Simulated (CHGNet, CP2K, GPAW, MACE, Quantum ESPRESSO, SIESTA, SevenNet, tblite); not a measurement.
## ZnTeH4N2 (P2_1) (96 atoms): runs against a plane-wave reference

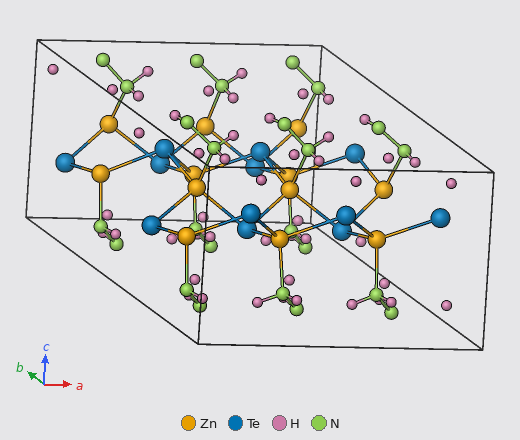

The cell (zinc orange, tellurium blue, hydrogen pink, nitrogen green). Bonds to atoms that aren't drawn are left out.

The cell holds 96 atoms: 12 Zn, 12 Te, 48 H and 24 N. Its edges and angles: a = 12.667 Å, b = 13.811 Å, c = 7.303 Å, α = 90.0°, β = 98.9°, γ = 90.0°. It derives from ZnTeH4N2 (P2_1), repeated 3×2×1. ZnTeH4N2, space group P2_1, structure from the Crystallography Open Database, 3 x 2 x 1 conventional cells; positions as listed; bonds to H set to neutron lengths (C-H 1.089, N-H 1.015, O-H 0.983, B-H 1.19 Å) where the listed ones are shorter. Then every atom was moved at random, 0.03 Å r.m.s. a Cartesian component (hydrogen 0.6 of that).

Geometry: as built.

The reference, a calculation:

| Item | Value |
| --- | --- |
| method | Kohn-Sham DFT, PBE, SSSP efficiency 1.3.0 pseudopotentials, plane waves (Quantum ESPRESSO 7.5); sssp-pbe-1.3.0-efficiency, cutoffs 60/480 Ry, Γ point |
| r.m.s. force component | 0.929 eV/Å |
| longest force | 4.68 eV/Å |
| pressure | 3.176 GPa |
| gap (highest filled to lowest empty level) | 2.235 eV |
| time | 7.4 min on 2 MPI ranks of Arm Neoverse V2, shared host |
| CPU time | 15 min |

Runs, in no order:
A. SIESTA PBE, DZP, shift 0.01 Ry, mesh 500 Ry: Kohn-Sham DFT, PBE, PseudoDojo 0.4.1 norm-conserving pseudopotentials (converted to PSML), numerical atomic orbitals (DZP), diagonalisation
B. GPAW LDA, LCAO dzp, h 0.18 Å: Kohn-Sham DFT, LDA, PAW, atomic orbitals (dzp)
C. MACE MP-0b3 medium potential: machine-learned interatomic potential MACE MP-0b3 medium, trained on PBE(+U) plane-wave data
D. SevenNet l3i5 potential: machine-learned interatomic potential SevenNet l3i5, trained on PBE(+U) plane-wave data
E. GPAW PBE, plane waves 600 eV: Kohn-Sham DFT, PBE, PAW, plane waves

Q: Order them from the smallest to the largest r.m.s. force difference.

E, D, C, A, B.

```
                                           run  Δ force, r.m.s. (meV/Å)  share of r.m.s. force (%)  CPU time
               E. GPAW PBE, plane waves 600 eV                     64.0                       6.89    11 min
                    D. SevenNet l3i5 potential                     92.4                       9.95      12 s
               C. MACE MP-0b3 medium potential                      130                       14.0     9.7 s
A. SIESTA PBE, DZP, shift 0.01 Ry, mesh 500 Ry                      335                       36.0   4.1 min
               B. GPAW LDA, LCAO dzp, h 0.18 Å                      519                       55.9   1.7 min
```

With short bonds to hydrogen, sets of potentials differ among themselves by several per cent in forces even at converged cutoffs, so the reference isn't exact here either. Machine-learned potentials mimic data converged in k, so the reference's own k-point error enters their differences. The electronic-structure runs sample only Γ, in a cell whose shortest periodic width is 7 Å.

[Logs are printed without paths, hosts, clocks, repeated set-up lines and the standing remarks that a program may print on its own settings, such as how far it seeks lower states.]

[Hosts, paths, dates, database ids (printed as entryN), source tags and the programs' standing remarks are cut or masked in the printed files.]
